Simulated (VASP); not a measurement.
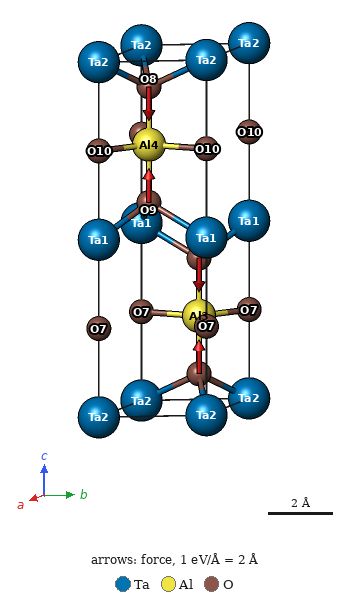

Starting geometry of solid TaAlO3 (a generated structure, set up in P6_3/mmc) with the computed forces as red arrows. Style: ball-and-stick. Shown: the cell of the calculation, slightly off an axis.

The run lets cell and atoms move.

Level of theory: VASP, Kohn-Sham DFT of a periodic cell, PBE, VASP PAW PBE potentials, recommended.

The input:
```
ALGO = Fast
EDIFF = 1E-4
EDIFFG = -0.08
ENCUT = 520
GGA = PE
IBRION = 2
ISIF = 3
ISMEAR = 0
LASPH = T
LCHARG = F
LREAL = Auto
LWAVE = F
NELM = 60
NSW = 24
PREC = Normal
SIGMA = 0.15
```

Run as
```bash
cat potpaw_PBE.64/Ta_pv/POTCAR potpaw_PBE.64/Al/POTCAR potpaw_PBE.64/O/POTCAR > POTCAR
mpirun -np 1 vasp_std > vasp.out
```

Question: What follows when this structure is relaxed?

Answer: It isn't relaxed: the largest force vector, on O atoms, is 0.55 eV/Å. The atoms end up moving mostly along the starting forces (cosine between the two patterns 1.00). The energy falls by 2.393 eV per cell of the calculation in 9 geometry steps. Largest force component: 0.55 eV/Å at the start, 0.019 eV/Å at the end. The pressure goes from −8.98 to −0.24 GPa. The largest moves relative to the cell, 0.17 Å, are those of O atoms. Al and Ta stay in place. The volume changes by −7.3 %, with a = b 3.400 → 3.046 Å (−10.4 %), c 11.300 → 13.042 Å (+15.4 %). Among the contacts that change: Ta–Ta 3.400 → 3.046 Å, Al–O 1.963 → 1.759 Å, Al–O 1.842 → 1.955 Å, O–Ta 2.195 → 2.191 Å. Among the angles between lasting bonds that change: O–Ta–O 101.5° → 88.1°, Ta–O–Ta 101.5° → 88.1°, O–Ta–O 78.5° → 91.9°. The space group stays P6_3/mmc (No. 194). It ran on 1 thread of Intel(R) Xeon(R) Platinum 8175M CPU @ 2.50GHz (Skylake/Cascade Lake), on a shared host.
